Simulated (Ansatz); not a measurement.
# GeH₄Se₃: basis-set convergence

Aim: see how fast density functionals converge with the basis set for GeH₄Se₃.

Computed with Ansatz 0.2.0, Gaussian basis. Level: one geometry, several basis sets.

Levels to be run: PBE0-D4/def2-SVP; ωB97M-V/def2-SVP; PBE0-D4/def2-QZVPP; ωB97M-V/def2-QZVPP; the functionals' def2-TZVPP values are taken from earlier runs.

## Step 1: Structure used throughout

An earlier PBE0-D4 in a triple-zeta def2 set relaxation fixed the geometry.

8 atoms, charge 0, spin multiplicity 1.

Atoms are counted from 1 here; the program's logs count them from 0.

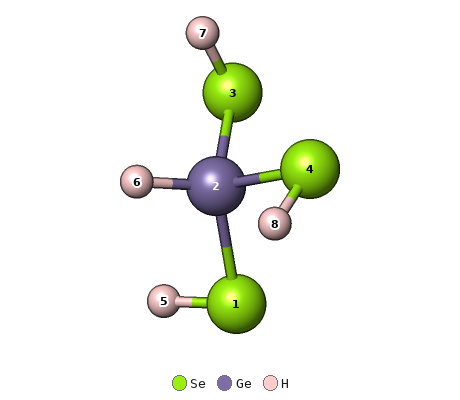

The geometry (selenium green, germanium purple, hydrogen pink); atoms are numbered from 1 in the order of the file.

## Step 2: PBE0-D4 in def2-SVP

in.yaml reads:

```yaml
crystal:
  periodic: [false, false, false]
  atoms:
    - {symbol: Se, position_ang: [-1.520923, 1.023689, -1.400313]}
    - {symbol: Ge, position_ang: [0.005701, 0.038663, 0.090087]}
    - {symbol: Se, position_ang: [2.155884, 0.261175, -0.831593]}
    - {symbol: Se, position_ang: [-0.489661, -2.255105, 0.214800]}
    - {symbol: H, position_ang: [-1.097423, 2.385244, -1.038603]}
    - {symbol: H, position_ang: [-0.071998, 0.697743, 1.478158]}
    - {symbol: H, position_ang: [2.806170, -0.189959, 0.408404]}
    - {symbol: H, position_ang: [-1.695651, -2.018549, 1.023260]}
basis:
  gaussian: {orbitals: def2-SVP}
hamiltonian: {xc: pbe0, dispersion: d4}
output: {orbitals: {seedname: orbitals}}
```

On the command line:

```sh
$ ansatz run in.yaml --threads 4 --pin off --events-out ev --progress --plain --max-ram 11315MiB
```

The program printed:

```text
Functional definition: PBE0
  name "PBE0"
  cite "Adamo & Barone, J. Chem. Phys. 110, 6158 (1999) doi:10.1063/1.478522"
  cite "Perdew, Burke & Ernzerhof, Phys. Rev. Lett. 77, 3865 (1996) doi:10.1103/PhysRevLett.77.3865"
  parent pbe
  parameter a = 0.25
  parameter kappa = 0.804
  parameter beta = 0.06672455060314922
  exchange = (1 - a)*pbe_x(kappa = kappa, mu = beta*pi^2/3) + a*exact_x
  correlation = pbe_c(beta = beta)
1447 factors; integrals over basis functions are off by at most 1.5e-3 eV
mean field evaluation 1: about -252572.6681 eV, gradient 1.8e1 eV
mean field evaluation 2: about -252572.5943 eV, gradient 2.0e1 eV
mean field evaluation 4: about -252573.2164 eV, gradient 5.9e-1 eV
mean field evaluation 8: about -252573.2534 eV, gradient 6.9e-2 eV
mean field -252573.25338398 eV, -9281.8958615612 hartree, gradient 7.7e-5 eV, S^2 0.000000; 0 other end points of the search recorded, 0 dependent functions left out
reference -252573.25340897 eV, -9281.8958624797 hartree; 69, 69 occupied and 79, 79 virtual orbitals, 1447 factors
Total energy: -252573.51075509 eV, -9281.9053197751 hartree
```

Run time: 4.1 s. Hardware: 4 threads of Arm Neoverse V1, shared host; peak memory 0.48 GiB.

## Step 3: ωB97M-V in def2-SVP

in.yaml, as its differences from that of step 2:

```diff
@@ -13,3 +13,3 @@
   gaussian: {orbitals: def2-SVP}
-hamiltonian: {xc: pbe0, dispersion: d4}
+hamiltonian: {xc: {name: wB97M-V}}
 output: {orbitals: {seedname: orbitals}}
```

The command is unchanged.

The program printed, cut to the lines that bear on the results:

```text
Functional definition: wB97M-V
  name "wB97M-V"
  cite "Mardirossian & Head-Gordon, J. Chem. Phys. 144, 214110 (2016) doi:10.1063/1.4952647"
  cite "Becke, J. Chem. Phys. 107, 8554 (1997) doi:10.1063/1.475007"
  cite "Vydrov & Van Voorhis, J. Chem. Phys. 133, 244103 (2010) doi:10.1063/1.3521275"
  # Of w^i u^j: cxij and so on, Table III.
[...]
  gx(w, u) = 1 - cx + cx01*u + cx10*w
  gss(w, u) = css00 + css04*u^4 + css10*w + css20*w^2 + css43*w^4*u^3
  gos(w, u) = cos00 + cos10*w + (cos20 + cos21*u)*w^2 + (cos60 + cos61*u)*w^6
[...]
      + integral(e_c_pw_mod_opposite_spin*gos(b97_w_opposite, b97_u_opposite)) + vv10(b, c)
1447 factors; integrals over basis functions are off by at most 1.5e-3 eV
306 factors; integrals over basis functions are off by at most 5.2e-6 eV
[...]
mean field -252589.21793957 eV, -9282.4825481579 hartree, gradient 3.7e-5 eV, S^2 0.000000; 0 other end points of the search recorded, 0 dependent functions left out
reference -252589.21798238 eV, -9282.4825497312 hartree; 69, 69 occupied and 79, 79 virtual orbitals, 1447 factors
Total energy: -252589.21798238 eV, -9282.4825497312 hartree
```

It took 16 s on 4 threads of Arm Neoverse V1, shared host; peak memory 0.66 GiB.

## Step 4: PBE0-D4 in def2-QZVPP

in.yaml, as its differences from that of step 3:

```diff
@@ -12,4 +12,4 @@
 basis:
-  gaussian: {orbitals: def2-SVP}
-hamiltonian: {xc: {name: wB97M-V}}
+  gaussian: {orbitals: "def2-QZVPP.json"}
+hamiltonian: {xc: pbe0, dispersion: d4}
 output: {orbitals: {seedname: orbitals}}
```

Same command.

The program printed:

```text
Functional definition: PBE0
  name "PBE0"
  cite "Adamo & Barone, J. Chem. Phys. 110, 6158 (1999) doi:10.1063/1.478522"
  cite "Perdew, Burke & Ernzerhof, Phys. Rev. Lett. 77, 3865 (1996) doi:10.1103/PhysRevLett.77.3865"
  parent pbe
  parameter a = 0.25
  parameter kappa = 0.804
  parameter beta = 0.06672455060314922
  exchange = (1 - a)*pbe_x(kappa = kappa, mu = beta*pi^2/3) + a*exact_x
  correlation = pbe_c(beta = beta)
2486 factors; their error is unknown
mean field evaluation 1: about -252608.4342 eV, gradient 2.2e1 eV
mean field evaluation 2: about -252608.7046 eV, gradient 2.2e1 eV
mean field evaluation 4: about -252609.0934 eV, gradient 1.0e0 eV
mean field evaluation 8: about -252609.8316 eV, gradient 1.6e-1 eV
mean field -252609.83165362 eV, -9283.2400881770 hartree, gradient 4.8e-5 eV, S^2 0.000000; 0 other end points of the search recorded, 0 dependent functions left out
reference -252609.83168918 eV, -9283.2400894837 hartree; 69, 69 occupied and 407, 407 virtual orbitals, 2486 factors
Total energy: -252610.08903530 eV, -9283.2495467790 hartree
```

It took 38 s on 4 threads of Arm Neoverse V1, shared host; peak memory 3.4 GiB.

## Step 5: ωB97M-V in def2-QZVPP

in.yaml, as its differences from that of step 4:

```diff
@@ -13,3 +13,3 @@
   gaussian: {orbitals: "def2-QZVPP.json"}
-hamiltonian: {xc: pbe0, dispersion: d4}
+hamiltonian: {xc: {name: wB97M-V}}
 output: {orbitals: {seedname: orbitals}}
```

The command is unchanged.

The program printed, cut to the lines that bear on the results:

```text
Functional definition: wB97M-V
  name "wB97M-V"
  cite "Mardirossian & Head-Gordon, J. Chem. Phys. 144, 214110 (2016) doi:10.1063/1.4952647"
  cite "Becke, J. Chem. Phys. 107, 8554 (1997) doi:10.1063/1.475007"
  cite "Vydrov & Van Voorhis, J. Chem. Phys. 133, 244103 (2010) doi:10.1063/1.3521275"
  # Of w^i u^j: cxij and so on, Table III.
[...]
  gx(w, u) = 1 - cx + cx01*u + cx10*w
  gss(w, u) = css00 + css04*u^4 + css10*w + css20*w^2 + css43*w^4*u^3
  gos(w, u) = cos00 + cos10*w + (cos20 + cos21*u)*w^2 + (cos60 + cos61*u)*w^6
[...]
      + integral(e_c_pw_mod_opposite_spin*gos(b97_w_opposite, b97_u_opposite)) + vv10(b, c)
2399 factors; their error is unknown
395 factors; integrals over basis functions are off by at most 1.0e-5 eV
[...]
mean field -252625.52653772 eV, -9283.8168645292 hartree, gradient 7.0e-5 eV, S^2 0.000000; 0 other end points of the search recorded, 0 dependent functions left out
reference -252625.52659428 eV, -9283.8168666076 hartree; 69, 69 occupied and 407, 407 virtual orbitals, 2399 factors
Total energy: -252625.52659428 eV, -9283.8168666076 hartree
```

It took 65 s on 4 threads of Arm Neoverse V1, shared host; peak memory 3.1 GiB.

## Step 6: Density functionals: the series

The def2-TZVPP values come from earlier runs at the same geometry.

| functional | basis | functions | energy (eV) | from the largest (eV) | HOMO (eV) | LUMO (eV) |
| --- | --- | --- | --- | --- | --- | --- |
| PBE0-D4 | def2-SVP | 148 | -252573.5108 | 36.578 | -7.01 | -0.95 |
| PBE0-D4 | def2-TZVPP | 248 | -252604.7534 | 5.336 | -7.13 | -1.25 |
| PBE0-D4 | def2-QZVPP | 476 | -252610.0890 | 0.000 | -7.14 | -1.30 |
| ωB97M-V | def2-SVP | 148 | -252589.2180 | 36.309 | -9.13 | 1.02 |
| ωB97M-V | def2-TZVPP | 248 | -252620.3500 | 5.177 | -9.26 | 0.58 |
| ωB97M-V | def2-QZVPP | 476 | -252625.5266 | 0.000 | -9.28 | 0.47 |

## Step 7: What came out

```
                                       quantity           value
PBE0-D4: double and triple zeta above quadruple  36.58, 5.34 eV
ωB97M-V: double and triple zeta above quadruple  36.31, 5.18 eV
```

**Reading.** PBE0-D4 gains 31.24 eV from double to triple zeta, then 5.34 eV more. Total energies overstate the basis error of differences, where much of it tends to cancel. The LUMO of ωB97M-V is positive and keeps falling with the basis (1.02 to 0.47 eV): an unbound level that the basis holds in place.

For PBE0-D4 the largest set took about 9 times as long as the smallest (38 s against 4.1 s).
